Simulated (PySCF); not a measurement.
GeCl: single-point calculation

GeCl, multiplicity 2, computed with RHF/ano-rcc-vdzp, mp2 (PySCF 2.14.0).

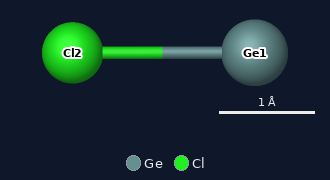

Figure 1. The input geometry (ball-and-stick view, seen on its broad side; atoms are numbered from 1 in the order of the input). Sticks mark near contacts. Bond lengths as drawn: Cl–Ge 1.92 Å.

Input file
```python
from pyscf import gto, scf, mp

mol = gto.M(
    atom='Ge 0 0 0; Cl 0 0 1.917',
    basis='ano-rcc-vdzp',
    charge=0,
    spin=1,
    verbose=3,
)
mf = scf.RHF(mol)
mf = mf.sfx2c1e()
mf.kernel()
mp.MP2(mf, frozen=14).kernel()
mf.dip_moment()
print('orbital energies (hartree):', mf.mo_energy[..., max(0, mol.nelec[1]-3):mol.nelec[0]+3].round(4))
```

Launched with:
```bash
OMP_NUM_THREADS=1 python input.py
```

Output
```
converged SCF energy = -2558.01191842693

WARN: RMP2 method does not support ROHF method. ROHF object is converted to UHF object and UMP2 method is called.

E(UMP2) = -2558.36945563434  E_corr = -0.357537207408078
E(SCS-UMP2) = -2558.34102481285  E_corr = -0.329106385917541
Dipole moment(X, Y, Z, Debye):  0.00000,  0.00000, -0.47873
orbital energies (hartree): [-0.5076 -0.504  -0.4216 -0.09    0.0288  0.1726  0.3147]
```

Results in brief

| quantity | value |
| --- | --- |
| outcome | converged |
| SCF energy | −2558.011918 hartree |
| dipole moment | 0.48 D |
| hardware | 1 CPU thread, shared host |
| wall time | 2.7 s |
